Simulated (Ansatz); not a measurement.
**Where V_F (site 2) puts its levels in the gap of KYBeF6 (P2_1/m)**

Wanted: the transition levels of a vacancy in KYBeF6 (P2_1/m), from a cell of 72 host atoms with 1 F taken out.

Method: place-levels on PBEsol runs: charge-transition levels and formation energies with image-charge correction and potential alignment at the atomic sites, in Ansatz 0.2.0.

### Step 1. The starting structure

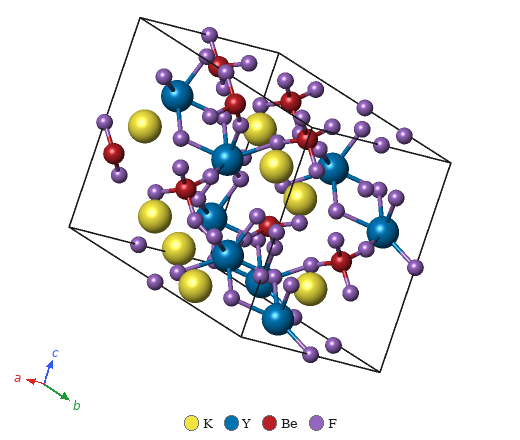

The cell as given, from a free direction (potassium yellow, yttrium blue, beryllium red, fluorine purple). Bonds to atoms that aren't drawn are left out. Some periodic images of atoms are drawn too.

The cell holds 71 atoms: 8 K, 8 Y, 8 Be and 47 F. Its edges and angles: a = 12.537 Å, b = 9.391 Å, c = 12.537 Å, α = 111.1°, β = 125.0°, γ = 102.1°. It derives from KYBeF6 (space group P2_1/m). Nearest the centre at fractional (0.435, 0.588, 0.618): Be18 at 1.56 Å, Y13 at 2.23 Å, F37 at 2.50 Å, F41 at 2.54 Å, F65 at 2.54 Å, F46 at 2.65 Å, F71 at 2.70 Å, F31 at 2.72 Å.

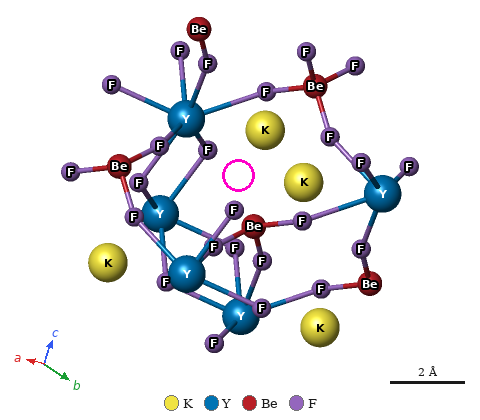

The atoms within 5 Å of the centre. A ring marks the centre wherever it is empty.

As a file:

```xyz
71
Lattice="-9.0592 5.7879 6.4505 3.6159 -5.7879 6.4503 9.0592 5.7879 -6.4505" Properties=species:S:1:pos:R:3 pbc="T T T"
K    -0.1222    1.4470    1.3188
K     6.2154    1.4470    1.3187
K    -0.1222    7.2349    1.3188
K    -2.8439    1.4470    7.7692
K     6.4598    4.3409   -1.3188
K     3.7382   -1.4470    5.1316
K    -2.5994    4.3409    5.1316
K     3.7382    4.3409    5.1316
Y     2.9468    1.4470   -1.1579
Y     9.2844    1.4470   -1.1580
Y     2.9468    7.2349   -1.1579
Y     0.2252    1.4470    5.2925
Y     3.3908    4.3409    1.1579
Y     0.6691   -1.4470    7.6083
Y    -5.6685    4.3409    7.6083
Y     0.6691    4.3409    7.6083
Be   -2.9297    1.4470    3.4636
Be    3.4079    1.4470    3.4635
Be   -2.9297    7.2349    3.4636
Be   -5.6514    1.4470    9.9140
Be    9.2673    4.3409   -3.4636
Be    6.5456   -1.4470    2.9868
Be    0.2081    4.3409    2.9868
Be    6.5456    4.3409    2.9868
F    -2.5598    2.6952    2.6128
F    -2.5598    8.4832    2.6128
F    -5.2814    2.6952    9.0632
F     8.8974    3.0927   -2.6128
F     6.1757   -2.6952    3.8376
F    -0.1619    3.0927    3.8376
F     6.1757    3.0927    3.8376
F    -0.1619   -0.1987    3.8376
F     6.1757   -0.1987    3.8376
F    -0.1619    5.5892    3.8376
F    -2.8835   -0.1987   10.2880
F     6.4995    5.9866   -3.8377
F     3.7778    0.1987    2.6127
F    -2.5598    5.9866    2.6128
F     3.7778    5.9866    2.6127
F     4.6366    7.2349   -2.6441
F     1.9149    1.4470    3.8063
F    -4.4227    7.2349    3.8064
F     1.9149    7.2349    3.8063
F     1.7010   -1.4470    2.6440
F     8.0386   -1.4470    2.6439
F     1.7010    4.3409    2.6440
F    -1.0207   -1.4470    9.0944
F     4.4089    2.8831   -0.2273
F     1.6873   -2.9048    6.2231
F    -4.6503    2.8831    6.2232
F     1.6873    2.8831    6.2231
F     1.9286    2.9048    0.2272
F     8.2662    2.9048    0.2272
F     1.9286    8.6927    0.2272
F    -0.7930    2.9048    6.6776
F     1.9286   -0.0108    0.2272
F     8.2662   -0.0108    0.2272
F     1.9286    5.7771    0.2272
F    -0.7930   -0.0108    6.6776
F     4.4089    5.7987   -0.2273
F     1.6873    0.0108    6.2231
F    -4.6503    5.7987    6.2232
F     1.6873    5.7987    6.2231
F    -2.0841    1.4470    4.7759
F     4.2535    1.4470    4.7758
F    -2.0841    7.2349    4.7759
F    -4.8058    1.4470   11.2263
F     8.4217    4.3409   -4.7759
F     5.7000   -1.4470    1.6745
F    -0.6376    4.3409    1.6745
F     5.7000    4.3409    1.6745
```

Screening for the image-charge correction: ε∞ = (2.20, 2.26, 2.20), ε0 = principal values (7.48, 8.83, 8.86), from a response run on this crystal (DFPT, PBEsol) at that run's own cell.

The cell's shortest repeat is 9.4 Å.

### Step 2. Charge states

Levels follow from differences of total energies between charge states, each relaxed by itself.

Each atom starts 0.05 Å or so off its site in a random direction. Forces are taken at one point at (¼, ¼, ¼). The cell holds 1 electron more than the neutral one, with a uniform background that keeps it neutral on the whole.

The sampling was tested on the host first: at the k-points planned (1x1x1 shifted 0.25 0.25 0.25) its energy lies 0.000 eV an atom from the dense-mesh value, under the bound of 0.02 eV set for this test; that bounds the host's error, not the defect's.

One of the inputs; charge, spin and start change from state to state.

File qm1.relax/input.yaml:

```yaml
crystal:
  lattice:
    - [-9.05924232, 5.78791686, 6.45045802]
    - [3.61592523, -5.78791686, 6.45034546]
    - [9.05924232, 5.78791686, -6.45045802]
  atoms:
    - { symbol: K, position: [0.22722502, 0.13648178, 0.15925677] }
    - { symbol: K, position: [0.22722502, 0.63648178, 0.65925677] }
    - { symbol: K, position: [0.72722502, 0.13648178, 0.65925677] }
    - { symbol: K, position: [0.72722502, 0.63648178, 0.15925677] }
    - { symbol: K, position: [0.27277498, 0.36351822, 0.84074323] }
    - { symbol: K, position: [0.27277498, 0.86351822, 0.34074323] }
    - { symbol: K, position: [0.77277498, 0.36351822, 0.34074323] }
    - { symbol: K, position: [0.77277498, 0.86351822, 0.84074323] }
    - { symbol: "Y", position: [0.03524473, 0.10418632, 0.31894159] }
    - { symbol: "Y", position: [0.03524473, 0.60418632, 0.81894159] }
    - { symbol: "Y", position: [0.53524473, 0.10418632, 0.81894159] }
    - { symbol: "Y", position: [0.53524473, 0.60418632, 0.31894159] }
    - { symbol: "Y", position: [0.46475527, 0.39581368, 0.68105841] }
    - { symbol: "Y", position: [0.46475527, 0.89581368, 0.18105841] }
    - { symbol: "Y", position: [0.96475527, 0.39581368, 0.18105841] }
    - { symbol: "Y", position: [0.96475527, 0.89581368, 0.68105841] }
    - { symbol: Be, position: [0.39347576, 0.15263366, 0.0091579] }
    - { symbol: Be, position: [0.39347576, 0.65263366, 0.5091579] }
    - { symbol: Be, position: [0.89347576, 0.15263366, 0.5091579] }
    - { symbol: Be, position: [0.89347576, 0.65263366, 0.0091579] }
    - { symbol: Be, position: [0.10652424, 0.34736634, 0.9908421] }
    - { symbol: Be, position: [0.10652424, 0.84736634, 0.4908421] }
    - { symbol: Be, position: [0.60652424, 0.34736634, 0.4908421] }
    - { symbol: Be, position: [0.60652424, 0.84736634, 0.9908421] }
    - { symbol: F, position: [0.43536177, 0.0875511, 0.1178571] }
    - { symbol: F, position: [0.43536177, 0.5875511, 0.6178571] }
    - { symbol: F, position: [0.93536177, 0.0875511, 0.6178571] }
    - { symbol: F, position: [0.93536177, 0.5875511, 0.1178571] }
    - { symbol: F, position: [0.06463823, 0.4124489, 0.8821429] }
    - { symbol: F, position: [0.06463823, 0.9124489, 0.3821429] }
    - { symbol: F, position: [0.56463823, 0.4124489, 0.3821429] }
    - { symbol: F, position: [0.56463823, 0.9124489, 0.8821429] }
    - { symbol: F, position: [0.280306, 0.4124489, 0.09781068] }
    - { symbol: F, position: [0.280306, 0.9124489, 0.59781068] }
    - { symbol: F, position: [0.780306, 0.4124489, 0.59781068] }
    - { symbol: F, position: [0.780306, 0.9124489, 0.09781068] }
    - { symbol: F, position: [0.219694, 0.0875511, 0.90218932] }
    - { symbol: F, position: [0.219694, 0.5875511, 0.40218932] }
    - { symbol: F, position: [0.719694, 0.0875511, 0.40218932] }
    - { symbol: F, position: [0.719694, 0.5875511, 0.90218932] }
    - { symbol: F, position: [0.42004959, 0.07283435, 0.90278477] }
    - { symbol: F, position: [0.42004959, 0.57283435, 0.40278477] }
    - { symbol: F, position: [0.92004959, 0.07283435, 0.40278477] }
    - { symbol: F, position: [0.92004959, 0.57283435, 0.90278477] }
    - { symbol: F, position: [0.07995041, 0.42716565, 0.09721523] }
    - { symbol: F, position: [0.07995041, 0.92716565, 0.59721523] }
    - { symbol: F, position: [0.57995041, 0.42716565, 0.59721523] }
    - { symbol: F, position: [0.57995041, 0.92716565, 0.09721523] }
    - { symbol: F, position: [0.23144994, 0.32266075, 0.58934141] }
    - { symbol: F, position: [0.23144994, 0.82266075, 0.08934141] }
    - { symbol: F, position: [0.73144994, 0.32266075, 0.08934141] }
    - { symbol: F, position: [0.73144994, 0.82266075, 0.58934141] }
    - { symbol: F, position: [0.26855006, 0.17733925, 0.41065859] }
    - { symbol: F, position: [0.26855006, 0.67733925, 0.91065859] }
    - { symbol: F, position: [0.76855006, 0.17733925, 0.91065859] }
    - { symbol: F, position: [0.76855006, 0.67733925, 0.41065859] }
    - { symbol: F, position: [0.01668066, 0.17733925, 0.15878919] }
    - { symbol: F, position: [0.01668066, 0.67733925, 0.65878919] }
    - { symbol: F, position: [0.51668066, 0.17733925, 0.65878919] }
    - { symbol: F, position: [0.51668066, 0.67733925, 0.15878919] }
    - { symbol: F, position: [0.48331934, 0.32266075, 0.84121081] }
    - { symbol: F, position: [0.48331934, 0.82266075, 0.34121081] }
    - { symbol: F, position: [0.98331934, 0.32266075, 0.34121081] }
    - { symbol: F, position: [0.98331934, 0.82266075, 0.84121081] }
    - { symbol: F, position: [0.49520035, 0.3647579, 0.11955755] }
    - { symbol: F, position: [0.49520035, 0.8647579, 0.61955755] }
    - { symbol: F, position: [0.99520035, 0.3647579, 0.61955755] }
    - { symbol: F, position: [0.99520035, 0.8647579, 0.11955755] }
    - { symbol: F, position: [0.00479965, 0.1352421, 0.88044245] }
    - { symbol: F, position: [0.00479965, 0.6352421, 0.38044245] }
    - { symbol: F, position: [0.50479965, 0.1352421, 0.38044245] }
    - { symbol: F, position: [0.50479965, 0.6352421, 0.88044245] }
  supercell: [1, 1, 1]
  defects: [{ vacancy: 25 }]
total_charge: -1
basis:
  ecutwfc: 420
  xc_grid: 2
hamiltonian:
  xc: pbesol
kpoints:
  mp_grid: { grid: [1, 1, 1], shift: [0.25, 0.25, 0.25] }
scf:
  occupations: { method: fixed }
  max_iter: 60
output:
  forces: true
  charged_corrections:
    epsilon: [2.2, 2.26, 2.2]
    static_epsilon: [[7.72, 0.0, 0.52], [0.0, 8.83, 0.0], [0.52, 0.0, 8.62]]
relax:
  f_tol: 0.02
  max_steps: 80
  random_displacement: { amplitude: 0.05, seed: 6881 }
checkpoint:
  write: "../qm1.relax.run"
  compress: false
  write_wavefunctions: true
  write_every: 100000
```

Launch:

```sh
$ ansatz run input.yaml --threads 4 --pin off --max-ram 7536MiB --backend cpu --events-out ev --progress --plain --runs-dir out
```

The relaxed structure is kept and the sampling changed to a 2×2×2 shifted mesh.

The run of this state that the levels use, under PBEsol:

File qm1.point/input.yaml:

```yaml
crystal:
  checkpoint: "../qm1.relax.run"
  host: checkpoint
total_charge: -1
basis:
  ecutwfc: 420
  xc_grid: 2
hamiltonian:
  xc: pbesol
kpoints:
  mp_grid: { grid: [2, 2, 2], shift: [0.5, 0.5, 0.5] }
scf:
  occupations: { method: fermi_dirac, width: 0.01 }
  max_iter: 60
output:
  forces: true
  eigenvalues: true
  charged_corrections:
    epsilon: [2.2, 2.26, 2.2]
    static_epsilon: [[7.72, 0.0, 0.52], [0.0, 8.83, 0.0], [0.52, 0.0, 8.62]]
    defect_position: [0.435362, 0.587551, 0.617857]
  eigenstates: { localisation: true }
  populations: true
  band_densities: [{ bands: [v1, v1] }, { bands: [c1, c1] }]
  write_density: true
  write_potential: true
  volumetric_format: npy
  elf: true
checkpoint:
  read: "../qm1.relax.run"
  write: "../qm1.point.run"
  compress: false
  write_wavefunctions: false
  write_every: 100000
```

Relaxations under PBEsol at one point at (¼, ¼, ¼); times on 4 threads of Arm Neoverse V1, shared host:

```tsv
charge	moment (μB)	occupations	outcome	steps	largest displacement against the far atoms (Å)	time
−1	0	fixed	converged	8	0.32	2.2 min
0	1	fixed	converged	7	0.16	3.9 min
+1	0	fixed	converged	16	0.95	4 min
```

Single points under PBEsol at a 2×2×2 shifted mesh; times on 4 threads of Arm Neoverse V1, shared host:

```tsv
charge	moment (μB)	occupations	outcome	time
−1	0	fermi-dirac	converged	1.9 min
0	1	fermi-dirac	converged	3.7 min
+1	0	fermi-dirac	converged	1.9 min
```

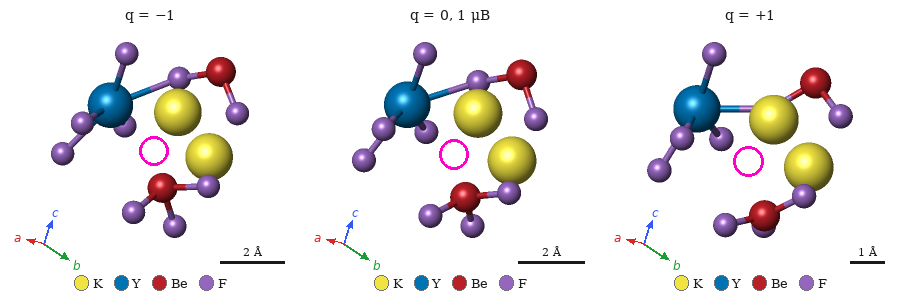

The structures near the centre after relaxation with PBEsol, by charge. A ring marks the centre wherever it is empty.

Distances (Å) from the ideal centre to the nearest atoms after relaxation with PBEsol:

```tsv
charge	moment (μB)	1.	2.	3.	4.	5.	6.
−1	0	Be 1.27	Y 2.08	F 2.39	F 2.53	F 2.55	F 2.69
0	1	Be 1.48	Y 2.19	F 2.37	F 2.47	F 2.50	F 2.61
+1	0	F 1.82	Be 1.83	F 2.14	Y 2.34	F 2.36	F 2.45
```

[end of part 1 of 2]

[Logs are printed without paths, hosts, clocks, repeated set-up lines and the standing remarks that a program may print on its own settings, such as how far it seeks lower states.]

[Hosts, paths, dates, database ids (printed as entryN), source tags and the programs' standing remarks are cut or masked in the printed files.]

[Where a table of states has a column of steps, it counts the stored structures, which are thinned; the runs took as many ionic steps or more.]

[A defect's name tells the site on which it was built; relaxed atoms can leave that site.]

[For some hosts the program warned that the k-mesh of the response run may be too coarse for force constants and the static dielectric constant; such warnings are not shown here.]
